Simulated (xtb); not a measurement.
Energy landscape of H2N, quartet: collinear N-H-H surface. Scanned: N-H distance and H-H distance.

Method: GFN1-xTB (xtb).

Energy in mEh above the lowest grid point; x is the N-H distance (Å), y the H-H distance (Å).

```csv
y \ x,0.88,0.96,1.04,1.12,1.22,1.32,1.44,1.56,1.72,1.92,2.18,2.55,3.02
2.15,29.8,10.2,5.6,9.5,21.3,37.8,60.1,82.0,108.5,135.8,160.5,178.0,185.4
1.81,28.5,8.4,3.1,6.3,17.3,32.7,53.4,73.4,96.5,118.8,136.9,148.4,153.3
1.55,28.7,7.5,1.1,3.2,12.5,26.1,44.4,61.4,80.2,97.1,109.8,117.7,121.4
1.37,30.8,8.2,0.4,1.0,8.5,20.0,35.5,49.7,64.6,77.5,86.8,92.9,95.8
1.22,35.3,10.8,1.2,0.0,5.1,14.1,26.7,37.9,49.3,58.8,65.9,70.6,73.0
1.11,41.5,15.0,3.4,0.3,3.0,9.8,19.7,28.5,37.3,44.6,50.1,54.0,56.0
1.02,49.5,20.7,7.0,1.9,2.2,6.8,14.2,20.9,27.5,33.0,37.5,40.8,42.5
0.94,59.7,28.3,12.2,4.8,2.6,4.9,10.0,14.6,19.3,23.4,26.9,29.7,31.2
0.87,71.9,37.6,18.9,9.3,4.5,4.5,7.3,10.2,13.1,16.0,18.7,21.1,22.4
0.80,89.3,51.4,29.6,17.2,9.4,6.9,7.3,8.3,9.6,11.2,13.2,15.2,16.4
0.74,111.1,69.6,44.7,29.5,18.9,14.0,12.2,11.5,11.3,11.9,13.3,15.0,16.0
0.68,142.0,96.4,67.9,49.7,35.9,28.5,24.3,22.0,20.3,19.9,20.7,22.1,23.0
0.63,177.1,127.7,95.9,75.0,58.3,48.7,42.4,38.7,35.7,34.5,34.8,35.9,36.7
```

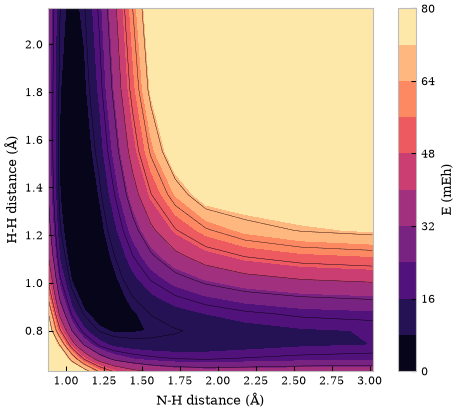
*Energy surface, cut off at 80 mEh.*

Points that lie below all their neighbours on the grid: x = 1.12, y = 1.22 (0.0 mEh).
